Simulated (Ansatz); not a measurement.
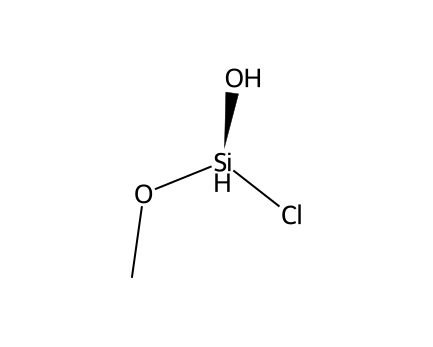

The geometry was computed by an optimisation with PBE0-D4/def2-TZVP. No frequency run is at hand to confirm it as a minimum. Level of theory: RKS B3LYP-D4/def2-TZVPP (Ansatz 0.2.0).

> Estimate the dipole moment.

2.19 D.

> What is the HOMO–LUMO gap?

8.74 eV.

> What is the dispersion correction?

−34.3 kJ/mol.

> What is the HOMO energy (Kohn–Sham orbital)?

−8.41 eV.
